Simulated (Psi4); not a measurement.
## InF: property calculation

InF, SMILES [F][In], computed with PBE/def2-SV(P), RKS, core potentials def2 (Psi4 1.11).

The geometry comes from this level: PBE0-D4/def2-TZVP.

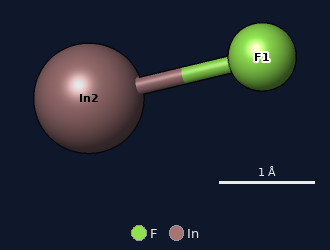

Fig. 1: The structure as given in the input (ball-and-stick view, seen at a tilt; atoms are numbered from 1 in the order of the input). Sticks mark near contacts. Bond lengths as drawn: F–In 1.99 Å.

**The input (calc.inp)**
```
memory 1.6 GB

molecule geom {
  0 1
  F      0.000000     0.000000     0.015910
  In     0.000000     0.000000     2.009580
  symmetry c1
}

set basis def2-SV(P)
set puream true
set scf_type pk
set dft_radial_points 99
set dft_spherical_points 590

e_tot, wfn = energy('pbe', return_wfn=True)
oeprop(wfn, 'DIPOLE', 'QUADRUPOLE', 'MULLIKEN_CHARGES', 'LOWDIN_CHARGES')
```

Hardware: 1 thread of Intel Xeon @ 2.70GHz, 189 GiB of memory available, shared host.

Command:
```bash
psi4 -i calc.inp -o calc.out -n 1
```

**Output**
```
Psi4 1.11 release

   => Loading Basis Set <=

    Name: DEF2-SV(P)
    Role: ORBITAL
    Keyword: BASIS

    !!!  WARNING: ECP capability is in beta. Please check occupations closely.  !!!

         ---------------------------------------------------------
                                   SCF
                              RKS Reference
                        1 Threads,   1525 MiB Core
         ---------------------------------------------------------

  ==> Geometry <==

    Molecular point group: c1
    Full point group: C_inf_v

    Geometry (in Angstrom), charge = 0, multiplicity = 1:

       Center              X                  Y                   Z               Mass
    ------------   -----------------  -----------------  -----------------  -----------------
         F            0.000000000000     0.000000000000    -1.710802927945    18.998403162730
         IN           0.000000000000     0.000000000000     0.282867072055   114.903878776000

  Running in c1 symmetry.

  Rotational constants: A = ************  B =      0.26015  C =      0.26015 [cm^-1]
  Rotational constants: A = ************  B =   7799.14224  C =   7799.14224 [MHz]
  Nuclear repulsion =   50.166021867525714

  Charge       = 0
  Multiplicity = 1
  Electrons    = 30
  Nalpha       = 15
  Nbeta        = 15

  ==> Algorithm <==

  SCF Algorithm Type is PK.
  DIIS enabled.
  MOM disabled.
  Fractional occupation disabled.
  Guess Type is SAD.
  Energy threshold   = 1.00e-06
  Density threshold  = 1.00e-06
  Integral threshold = 1.00e-12

  ==> Primary Basis <==

  Basis Set: DEF2-SV(P)
    Blend: DEF2-SV(P)
    Number of shells: 16
    Number of basis functions: 40
    Number of Cartesian functions: 43
    Spherical Harmonics?: true
    Max angular momentum: 2

  Core potential: DEF2-SV(P)
    Number of shells: 4
    Number of ECP primitives: 18
    Number of ECP core electrons: 28
    Max angular momentum: 3

  ==> DFT Potential <==

   => LibXC <=

    Version 7.1.2

   => Composite Functional: PBE <=

    PBE GGA Exchange-Correlation Functional

    Deriv               =              1
    GGA                 =           TRUE
    Meta                =          FALSE

    Exchange Hybrid     =          FALSE
    MP2 Hybrid          =          FALSE

   => Exchange Functionals <=

    1.0000     XC_GGA_X_PBE

   => Correlation Functionals <=

    1.0000     XC_GGA_C_PBE

   => LibXC Density Thresholds  <==

    XC_GGA_C_PBE:  1.00E-12
    XC_GGA_X_PBE:  1.00E-15

   => Molecular Quadrature <=

    Radial Scheme          =       TREUTLER
    Pruning Scheme         =           NONE
    Nuclear Scheme         =       TREUTLER

    Blocking Scheme        =         OCTREE
    BS radius alpha        =              1
    Pruning alpha          =              1
    Radial Points          =             99
    Spherical Points       =            590
    Total Points           =         109874
    Total Blocks           =            907
    Max Points             =            255
    Max Functions          =             40
    Weights Tolerance      =       1.00E-15

  ==> Integral Setup <==

  Using in-core PK algorithm.
   Calculation information:
      Number of atoms:                   2
      Number of AO shells:              16
      Number of primitives:             35
      Number of atomic orbitals:        43
      Number of basis functions:        40

      Integral cutoff                 1.00e-12
      Number of threads:                 1

  Performing in-core PK
  Using 673220 doubles for integral storage.
  We computed 9273 shell quartets total.
  Whereas there are 9316 unique shell quartets.

  ==> DiskJK: Disk-Based J/K Matrices <==

    J tasked:                  Yes
    K tasked:                   No
    wK tasked:                  No
    Memory [MiB]:             1030
    Schwarz Cutoff:          1E-12

  Cached 100.0% of DFT collocation blocks in 0.111 [GiB].

  Minimum eigenvalue in the overlap matrix is 3.6310024993E-02.
  Reciprocal condition number of the overlap matrix is 1.1977770380E-02.
    Using symmetric orthogonalization.

  ==> Pre-Iterations <==

  SCF Guess: Superposition of Atomic Densities via on-the-fly atomic UHF (no occupation information).

   -------------------------
    Irrep   Nso     Nmo
   -------------------------
     A         40      40
   -------------------------
    Total      40      40
   -------------------------

  ==> Iterations <==

                        Total Energy        Delta E     RMS |[F,P]|

   @RKS iter SAD:  -288.72833453721989   -2.88728e+02   0.00000e+00
   @RKS iter   1:  -289.70856913223616   -9.80235e-01   1.53263e-02 ADIIS/DIIS
   @RKS iter   2:  -283.59998128234702    6.10859e+00   7.63733e-02 ADIIS/DIIS
   @RKS iter   3:  -289.66841304001969   -6.06843e+00   1.84222e-02 ADIIS/DIIS
   @RKS iter   4:  -289.84770888799011   -1.79296e-01   4.26902e-03 ADIIS/DIIS
   @RKS iter   5:  -289.85915078961841   -1.14419e-02   8.47109e-04 ADIIS/DIIS
   @RKS iter   6:  -289.85973850133377   -5.87712e-04   6.64957e-05 DIIS
   @RKS iter   7:  -289.85974302500983   -4.52368e-06   1.10600e-05 DIIS
   @RKS iter   8:  -289.85974310832870   -8.33189e-08   5.16044e-06 DIIS
   @RKS iter   9:  -289.85974312656123   -1.82325e-08   3.33545e-07 DIIS
  Energy and wave function converged.

  ==> Post-Iterations <==

   Electrons on quadrature grid:
      Ntotal   =   30.0000014533 ; deviation = 1.453e-06

    Orbital Energies [Eh]
    ---------------------

    Doubly Occupied:

       1A    -24.166080     2A     -4.471473     3A     -2.915261
       4A     -2.915261     5A     -2.906505     6A     -0.941505
       7A     -0.681595     8A     -0.681595     9A     -0.674897
      10A     -0.674897    11A     -0.668840    12A     -0.340929
      13A     -0.266673    14A     -0.266673    15A     -0.229829

    Virtual:

      16A     -0.076196    17A     -0.076196    18A     -0.005931
      19A      0.129314    20A      0.160628    21A      0.160628
      22A      0.213395    23A      0.306756    24A      0.306756
      25A      0.343889    26A      0.343889    27A      0.437231
      28A      1.220116    29A      1.222825    30A      1.222825
      31A      1.611077    32A      3.058125    33A      3.058128
      34A      3.069708    35A      3.069708    36A      3.108806
      37A     15.743711    38A     15.743711    39A     16.148550
      40A     61.002328

    Final Occupation by Irrep:
              A
    DOCC [    15 ]
    NA   [    15 ]
    NB   [    15 ]

  @RKS Final Energy:  -289.85974312656123

   => Energetics <=

    Nuclear Repulsion Energy =             50.1660218675257141
    One-Electron Energy =                -575.3769679009751599
    Two-Electron Energy =                 262.4563580034940173
    DFT Exchange-Correlation Energy =     -27.1051550966057917
    Empirical Dispersion Energy =           0.0000000000000000
    VV10 Nonlocal Energy =                  0.0000000000000000
    Total Energy =                       -289.8597431265612272

Computation Completed

Properties will be evaluated at   0.000000,   0.000000,   0.000000 [a0]

Properties computed using the SCF density matrix

 Multipole Moments:

 ------------------------------------------------------------------------------------
     Multipole            Electronic (a.u.)      Nuclear  (a.u.)        Total (a.u.)
 ------------------------------------------------------------------------------------

 L = 1.  Multiply by 2.5417464519 to convert [e a0] to [Debye]
 Dipole X            :         -0.0000001            0.0000000           -0.0000001
 Dipole Y            :         -0.0000000            0.0000000           -0.0000000
 Dipole Z            :         18.8719263          -17.8711737            1.0007526
 Magnitude           :                                                    1.0007526

 ------------------------------------------------------------------------------------

	total time  =          3 seconds =       0.05 minutes

Properties will be evaluated at   0.000000,   0.000000,   0.000000 [a0]
OEProp: No title given, name of density matrix used for the following properties is 'SCF density'

 Multipole Moments:

 ------------------------------------------------------------------------------------
     Multipole            Electronic (a.u.)      Nuclear  (a.u.)        Total (a.u.)
 ------------------------------------------------------------------------------------

 L = 1.  Multiply by 2.5417464519 to convert [e a0] to [Debye]
 Dipole X            :         -0.0000001            0.0000000           -0.0000001
 Dipole Y            :         -0.0000000            0.0000000           -0.0000000
 Dipole Z            :         18.8719263          -17.8711737            1.0007526
 Magnitude           :                                                    1.0007526

 L = 2.  Multiply by 1.3450342976 to convert [e a0^2] to [Debye ang]
 Quadrupole XX       :        -18.8932041            0.0000000          -18.8932041
 Quadrupole XY       :         -0.0000000            0.0000000           -0.0000000
 Quadrupole XZ       :         -0.0000001            0.0000000           -0.0000001
 Quadrupole YY       :        -18.8932041            0.0000000          -18.8932041
 Quadrupole YZ       :         -0.0000000            0.0000000           -0.0000000
 Quadrupole ZZ       :       -124.9817907          100.0680548          -24.9137359
 Traceless XX        :         35.3628622          -33.3560183            2.0068439
 Traceless YY        :         35.3628622          -33.3560183            2.0068439
 Traceless ZZ        :        -70.7257244           66.7120365           -4.0136878

 ------------------------------------------------------------------------------------
  Mulliken Charges: (a.u.)
   Center  Symbol    Alpha    Beta     Spin     Total
       1     F     4.70438  4.70438  0.00000 -0.40876
       2    IN    10.29562 10.29562  0.00000  0.40876

   Total alpha = 15.00000, Total beta = 15.00000, Total charge =  0.00000

  Lowdin Charges: (a.u.)
   Center  Symbol    Alpha    Beta     Spin     Total
       1     F     4.64992  4.64992  0.00000 -0.29984
       2    IN    10.35008 10.35008  0.00000  0.29984

  Total alpha = 15.00000, Total beta = 15.00000, Total charge =  0.00000

    Psi4 run time: 0:00:03.53
```

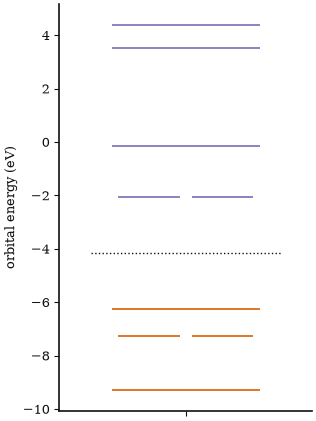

Fig. 2: Orbital energies near the frontier; the dotted line parts filled from empty levels, and levels within 0.02 eV of each other stand side by side. Highest filled −6.25 eV, lowest empty −2.07 eV, 4.18 eV apart.

**Summary**

- outcome: converged
- total energy: −289.859743 hartree
- basis functions: 40
- HOMO: −6.25 eV
- LUMO: −2.07 eV
- dipole moment: 2.54 D
- wall time: 5.4 s
- peak memory: 0.32 GiB
